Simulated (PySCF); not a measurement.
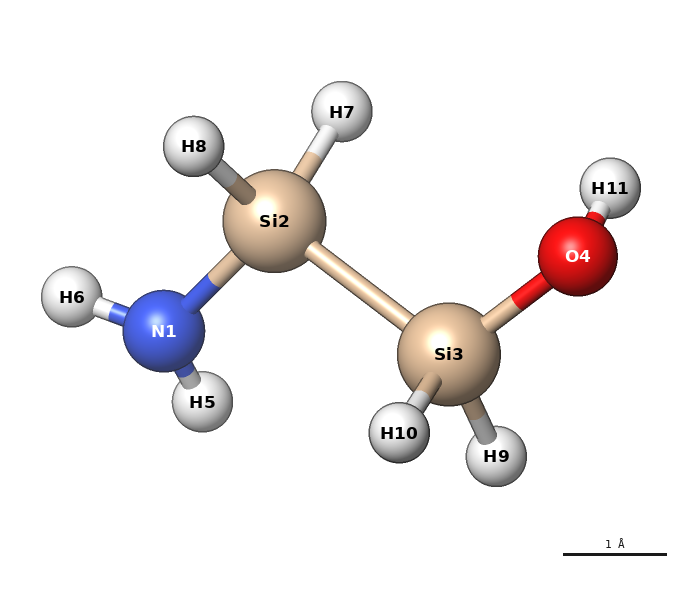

The atoms are numbered. The computed structure is the end point of a PBE0-D3(BJ)/def2-SVP optimisation. No frequency run is at hand to confirm it as a minimum.

> How are the neighbours of atom 2 arranged?

Si2 has 4 neighbours (N1 at 1.74, Si3 at 2.35, H7 at 1.51, H8 at 1.50 Å); the arrangement is tetrahedral.

> What is the geometry at Si3?

Si3 has 4 neighbours (Si2 at 2.35, O4 at 1.67, H9 at 1.50, H10 at 1.49 Å); the arrangement is tetrahedral.

> How are the neighbours of atom 4 arranged?

O4 has 2 neighbours (Si3 at 1.67, H11 at 0.96 Å); the arrangement is bent.

> What is the dihedral angle N1–Si2–Si3–O4?

168° in size, that is anti.
